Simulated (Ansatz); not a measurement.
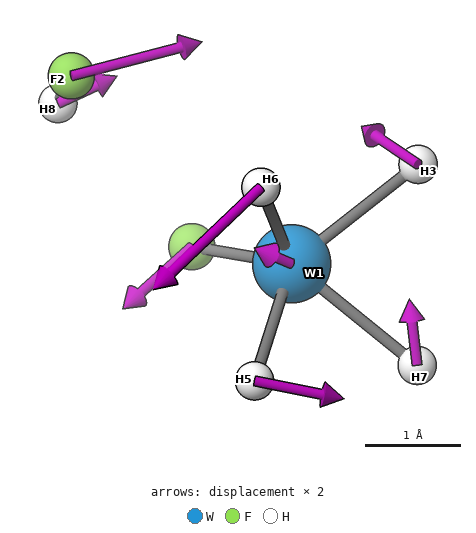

This is a relaxation of WH5F2 (multiplicity 2). The starting structure is drawn; purple arrows show the displacements, 2 times their true length. The two geometries are superimposed by the best rigid fit.

Style: ball-and-stick. Shown from a free direction.

The run prepares an end point of a later path (reaction) calculation, from a guessed geometry.

All numbers below come from Ansatz 0.2.0, UKS PBE/def2-mTZVP. Settings: collinear spin; force threshold 0.03 eV/Å; at most 50 steps.

> What happened in the run?

After 11 accepted moves (13 points after the start) the energy has fallen by 2.38 kcal/mol. The largest force component goes from 0.44 to 0.03 eV/Å. The line search rejected the trial steps at points 2, 11 of the run. The forces were under the threshold at step 4, but the run went on from there. The largest move after the best rigid fit is that of an H atom, 0.82 Å. Largest moves by element: H 0.82 Å, F 0.74 Å, W 0.26 Å. Near-neighbour distances that change, for instance: F–W 3.048 → 2.543 Å, H–W 3.124 → 2.837 Å, F–H 0.935 → 0.949 Å, F–W 1.877 → 1.886 Å. Bond angles that change, for instance: H–W–H 75.5° → 110.7°, H–W–H 77.0° → 62.0°, F–W–H 123.8° → 116.0°. The run took 20 s on 4 threads of Arm Neoverse V1, with other jobs on the host, peak memory 0.19 GiB.
